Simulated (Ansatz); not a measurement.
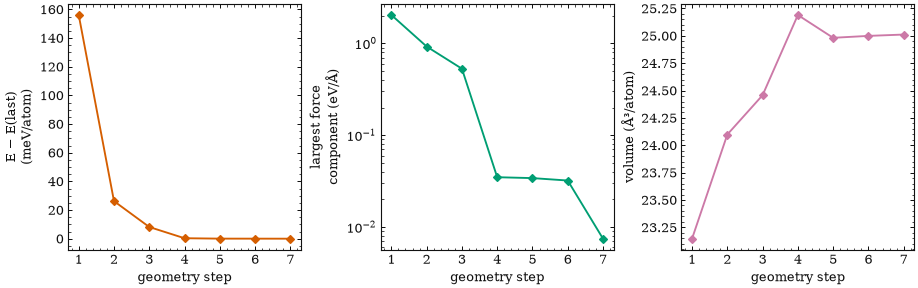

History of a geometry optimisation. Atoms and cell relax. A closing SCF on a freshly chosen basis isn't drawn.

```
crystal:
  lattice:
    - [2.153291, 3.729604, 0.0]
    - [-2.153291, 3.729604, 0.0]
    - [0.0, -2.486403, 11.528781]
  atoms:
    - { symbol: Zr, position: [0.08918, 0.08918, 0.26754] }
    - { symbol: Zr, position: [0.91082, 0.91082, 0.73246] }
    - { symbol: Zr, position: [0.30141, 0.30141, 0.90423] }
    - { symbol: Zr, position: [0.69859, 0.69859, 0.09577] }
    - { symbol: As, position: [0.22775, 0.22775, 0.68325] }
    - { symbol: As, position: [0.77225, 0.77225, 0.31675] }
    - { symbol: As, position: [0.0, 0.0, 0.0] }
    - { symbol: K, position: [0.5, 0.5, 0.5] }
  symmetry: { tolerance: 0.0003 }
kpoints:
  mp_grid: { grid: [5, 5, 5], shift: [0, 0, 0] }
magnetization:
  spin_polarized: false
scf:
  occupations: { method: fermi_dirac }
  algorithm: density_mixing
hamiltonian:
  pseudopotentials: { kind: paw }
  xc: pbesol
basis:
  ecutwfc: 420
output:
  forces: true
  stress: true
  eigenvalues: true
  write_density: true
  write_potential: true
  elf: true
  volumetric_format: npy
relax:
  max_steps: 40
  cell: {}
```

Run as:
```bash
ansatz run input.yaml --threads 1 --pin off --max-ram 2560MiB --backend cpu --events-out ev --progress --plain --runs-dir out
```

How did it end, and what did it gain?

Answer. The optimisation met its thresholds at geometry 7, counting the start as the first. The energy fell by about 160 meV/atom from the first step to the last. The largest force component goes from about 2 eV/Å at the start to 7 × 10⁻³ eV/Å at the end.

Was the starting cell too large or too small?

Answer. The volume grows from 23.1 to 25.0 Å³ per atom (+8 %), overshooting to 25.2 at step 4. The start was compressed.

By which step was nine tenths of the energy gained?

Answer. By step 3 of 7.
